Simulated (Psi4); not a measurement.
# SiF3 (trifluorosilyl): UOMP2/aug-cc-pVDZ (density fitting for correlation)

What is the vertical electron affinity of SiF3 (trifluorosilyl) at UOMP2/aug-cc-pVDZ (density fitting for correlation)? Input form: a QCSchema input.

The calculation is run with Psi4 1.11.

1 further run of the same task is left out (set aside as unsound or not needed).

## Step 1: The structure to begin with

The species is SiF3 (4 atoms), meant as a doublet with charge 0. As SMILES, `F[Si](F)F`. The coordinates come from a PBE0-D4/def2-TZVP relaxation.

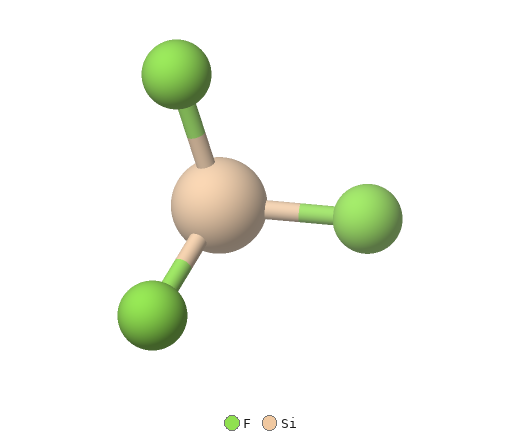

The structure, seen from a chosen angle (fluorine green, silicon light orange).

## Step 2: A single-point energy at UOMP2/aug-cc-pVDZ (density fitting for correlation)

The input, input.json:

```json
{
 "schema_name": "qcschema_input",
 "schema_version": 1,
 "molecule": {
  "schema_name": "qcschema_molecule",
  "schema_version": 2,
  "symbols": ["F", "Si", "F", "F"],
  "geometry": [1.48315155, -0.95816673, 2.17639758, -0.53432006, 0.40262505, 0.44272504, -1.8788791, -1.68610813, -1.21762613, 0.93004761, 2.24164982, -1.40149648],
  "molecular_charge": 0,
  "molecular_multiplicity": 2,
  "fix_symmetry": "c1"
 },
 "driver": "energy",
 "model": {
  "method": "omp2",
  "basis": "aug-cc-pVDZ"
 },
 "keywords": {
  "reference": "uhf",
  "puream": true,
  "e_convergence": 1e-09,
  "d_convergence": 1e-08,
  "scf_type": "pk",
  "num_frozen_docc": 8,
  "maxiter": 100
 }
}
```

Launch:

```bash
$ psi4 --qcschema input.json -n 1 --memory 2200MB
```

stdout, shortened:

```text
[...]
  Running in c1 symmetry.
[...]
  Nuclear repulsion =  176.798451345898798
[...]
  Multiplicity = 2
[...]
  Nalpha       = 21
  Nbeta        = 20
[...]
    Number of basis functions: 96
[...]
   @UHF iter   1:  -587.33300928748019   -8.82706e-01   5.26789e-03 ADIIS/DIIS
[...]
   @UHF iter  12:  -587.42916546814251   -3.18323e-12   6.85533e-09 DIIS
[...]
   @S^2 Observed:                7.518771141E-01
[...]
    Orbital Energies [Eh]
    ---------------------
    Alpha Occupied:
       1A    -68.953404     2A    -26.340297     3A    -26.340276
       4A    -26.340267     5A     -6.285692     6A     -4.395185
       7A     -4.389972     8A     -4.389972     9A     -1.659389
      10A     -1.630701    11A     -1.630676    12A     -0.848460
      13A     -0.765025    14A     -0.765003    15A     -0.738347
      16A     -0.709070    17A     -0.709058    18A     -0.680422
      19A     -0.680403    20A     -0.664306    21A     -0.429466
    Alpha Virtual:
      22A      0.054795    23A      0.054801    24A      0.056901
      25A      0.072395    26A      0.167329    27A      0.167359
[...]
  @UHF Final Energy:  -587.42916546814251
   => Energetics <=
    Nuclear Repulsion Energy =            176.7984513458987976
    One-Electron Energy =               -1170.4016053089935667
    Two-Electron Energy =                 406.1739884949521979
    Total Energy =                       -587.4291654681426280
  UHF NO Occupations:
  HONO-2 :   19  A 1.9998649
  HONO-1 :   20  A 1.9994152
[...]
 Multipole Moments:
 ------------------------------------------------------------------------------------
     Multipole            Electronic (a.u.)      Nuclear  (a.u.)        Total (a.u.)
 ------------------------------------------------------------------------------------
 L = 1.  Multiply by 2.5417464519 to convert [e a0] to [Debye]
 Dipole X            :         -0.0366612           -0.3567990           -0.3934602
 Dipole Y            :          0.0274130            0.2688580            0.2962710
 Dipole Z            :          0.0302235            0.2956353            0.3258587
 Magnitude           :                                                    0.5905687
[...]
	Warning: cc_lambda option is changed to TRUE
	For this residual convergence, default PCG convergence is:     1.00e-07
[...]
	DF-SCS-MP2 Total Energy (a.u.)     :  -588.08739409567647
	DF-SOS-MP2 Total Energy (a.u.)     :  -588.07300998420544
[...]
	DF-SCS-OMP2 Total Energy (a.u.)    :  -588.09545876728862
	DF-SOS-OMP2 Total Energy (a.u.)    :  -588.02918302904311
	DF-SCS(N)-OMP2 Total Energy (a.u.) :  -587.76755310252065
[...]
	DF-OMP2 Total Energy (a.u.)        :  -588.12608260637251
[...]
```

The result, in JSON:

```text
{
 "driver": "energy",
 "model": {
  "method": "omp2",
  "basis": "aug-cc-pVDZ"
 },
 "success": true,
 "return_result": -588.1260826063725,
 "properties": {
  "calcinfo_nbasis": 96,
  "calcinfo_nmo": 96,
  "calcinfo_nalpha": 21,
  "calcinfo_nbeta": 20,
  "calcinfo_natom": 4,
  "nuclear_repulsion_energy": 176.7984513458988,
  "return_energy": -588.1260826063725,
  "scf_one_electron_energy": -1170.4016053089936,
  "scf_two_electron_energy": 406.1739884949522,
  "scf_dipole_moment": [-0.3934602427366668, 0.2962710221748668, 0.325858737584355],
  "scf_total_energy": -587.4291654681425,
  "scf_iterations": 12,
  "mp2_same_spin_correlation_energy": -0.1917318381199003,
  "mp2_opposite_spin_correlation_energy": -0.49526501235608633,
  "mp2_singles_energy": 0.0,
  "mp2_doubles_energy": -0.6869968504759866,
  "mp2_correlation_energy": -0.6869968504760209,
  "mp2_total_energy": -588.1161623186185
 }
}
```

It took 3.9 min on 1 thread of Intel Xeon at 2.50GHz (Skylake/Cascade Lake), shared host; peak memory 0.46 GiB.

## Step 3: The singlet anion, same level

The input, f3si.json:

```json
{
  "schema_name": "qcschema_input",
  "schema_version": 1,
  "molecule": {
    "schema_name": "qcschema_molecule",
    "schema_version": 2,
    "symbols": ["F", "Si", "F", "F"],
    "geometry": [1.48315155, -0.95816673, 2.17639758, -0.53432006, 0.40262505, 0.44272504, -1.8788791, -1.68610813, -1.21762613, 0.93004761, 2.24164982, -1.40149648],
    "molecular_charge": -1,
    "molecular_multiplicity": 1,
    "fix_symmetry": "c1"
  },
  "driver": "energy",
  "model": {
    "method": "omp2",
    "basis": "aug-cc-pVDZ"
  },
  "keywords": {
    "reference": "rhf",
    "puream": true,
    "e_convergence": 1e-09,
    "d_convergence": 1e-08,
    "scf_type": "pk",
    "num_frozen_docc": 8
  }
}
```

Launch:

```bash
$ psi4 --qcschema f3si.json -n 1 --memory 2200MB
```

stdout, shortened:

```text
[...]
  Running in c1 symmetry.
[...]
  Nuclear repulsion =  176.798451345898798
[...]
  Multiplicity = 1
[...]
  Nalpha       = 21
  Nbeta        = 21
[...]
    Number of basis functions: 96
[...]
   @RHF iter   1:  -587.34343271045680   -8.93129e-01   5.48249e-03 ADIIS/DIIS
[...]
   @RHF iter  11:  -587.44747909849275   -2.38742e-12   5.18609e-09 DIIS
[...]
    Orbital Energies [Eh]
    ---------------------
    Doubly Occupied:
       1A    -68.649335     2A    -26.106586     3A    -26.106574
       4A    -26.106565     5A     -5.984633     6A     -4.091082
       7A     -4.091081     8A     -4.086847     9A     -1.426836
      10A     -1.399491    11A     -1.399473    12A     -0.609538
      13A     -0.534027    14A     -0.534009    15A     -0.501843
      16A     -0.481165    17A     -0.481153    18A     -0.453667
      19A     -0.453651    20A     -0.439491    21A     -0.061072
[...]
  @RHF Final Energy:  -587.44747909849275
   => Energetics <=
    Nuclear Repulsion Energy =            176.7984513458987976
    One-Electron Energy =               -1180.4956257241442472
    Two-Electron Energy =                 416.2496952797526433
    Total Energy =                       -587.4474790984927495
[...]
 Multipole Moments:
 ------------------------------------------------------------------------------------
     Multipole            Electronic (a.u.)      Nuclear  (a.u.)        Total (a.u.)
 ------------------------------------------------------------------------------------
 L = 1.  Multiply by 2.5417464519 to convert [e a0] to [Debye]
 Dipole X            :          1.3589763           -0.3567990            1.0021773
 Dipole Y            :         -1.0244238            0.2688580           -0.7555658
 Dipole Z            :         -1.1263014            0.2956353           -0.8306661
 Magnitude           :                                                    1.5050732
[...]
	Warning: cc_lambda option is changed to TRUE
	For this residual convergence, default PCG convergence is:     1.00e-07
[...]
	DF-MP2 Total Energy (a.u.)         :  -588.16450081379617
[...]
	DF-MP2 Total Energy (a.u.)         :  -588.17544318630689
[...]
	DF-OMP2 Total Energy (a.u.)        :  -588.17544318629166
[...]
```

The result, in JSON:

```text
{
 "driver": "energy",
 "model": {
  "method": "omp2",
  "basis": "aug-cc-pVDZ"
 },
 "success": true,
 "return_result": -588.1754431862917,
 "properties": {
  "calcinfo_nbasis": 96,
  "calcinfo_nmo": 96,
  "calcinfo_nalpha": 21,
  "calcinfo_nbeta": 21,
  "calcinfo_natom": 4,
  "nuclear_repulsion_energy": 176.7984513458988,
  "return_energy": -588.1754431862917,
  "scf_one_electron_energy": -1180.4956257241442,
  "scf_two_electron_energy": 416.24969527975264,
  "scf_dipole_moment": [1.0021773027112164, -0.7555658101646339, -0.8306660932386256],
  "scf_total_energy": -587.4474790984927,
  "scf_iterations": 11,
  "mp2_singles_energy": 0.0,
  "mp2_doubles_energy": -0.7170217153034496,
  "mp2_correlation_energy": -0.7170217153034173,
  "mp2_total_energy": -588.1645008137962
 }
}
```

It took 69 s on 1 thread of Intel Xeon at 2.50GHz (Skylake/Cascade Lake), shared host; peak memory 0.45 GiB.

## Step 4: Summary of results

Level: UOMP2/aug-cc-pVDZ (density fitting for correlation), 8 core orbitals frozen.

| quantity | value |
| --- | --- |
| doublet SiF3: total energy | -588.12608 Eh |
| doublet SiF3: HOMO energy (Hartree–Fock orbitals) (highest over α and β) | -11.69 eV |
| doublet SiF3: LUMO energy (Hartree–Fock orbitals) (lowest over α and β) | 0.07 eV |
| doublet SiF3: correlation energy (8 core orbitals frozen) | -696.9 mEh |
| doublet SiF3: ⟨S²⟩ of the reference determinant | 0.752 |
| singlet anion: total energy | -588.17544 Eh |
| singlet anion: HOMO energy (Hartree–Fock orbitals) | -1.66 eV |
| singlet anion: LUMO energy (Hartree–Fock orbitals) | 5.09 eV |
| singlet anion: HOMO–LUMO gap (to an unbound level, set by the basis) | 6.75 eV |
| singlet anion: correlation energy (8 core orbitals frozen) | -728.0 mEh |
| vertical electron affinity (to the singlet anion) | 1.343 eV |

**Reading.** At fixed nuclei the extra electron is bound by 1.34 eV (130 kJ/mol).
